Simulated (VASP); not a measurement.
Band structure of Hg3ZnTe4 (ordered alloy cell). Method: PBEsol GGA, VASP's PBE PAW potentials (set 64) (plane waves; VASP 6.6.1).

Unless said otherwise, spin-orbit coupling is left out, though it shifts the bands of the heavy elements here.

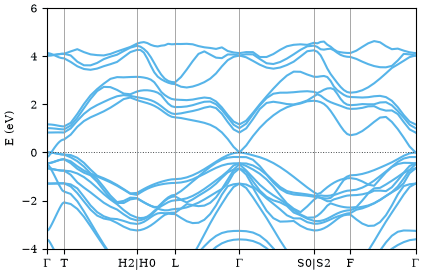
*Bands along high-symmetry lines, zero at the valence-band maximum or, without a gap, the Fermi level*

Q: Read the plot: is there a gap, and where are the band edges?

A: It has no gap at this level: it comes out as a metal or semimetal. (Edges off the drawn lines would not show.)

The structure was generated: Hg3ZnTe4 was put into an ordered model structure (R3m), which need not be its known phase. It was relaxed first.
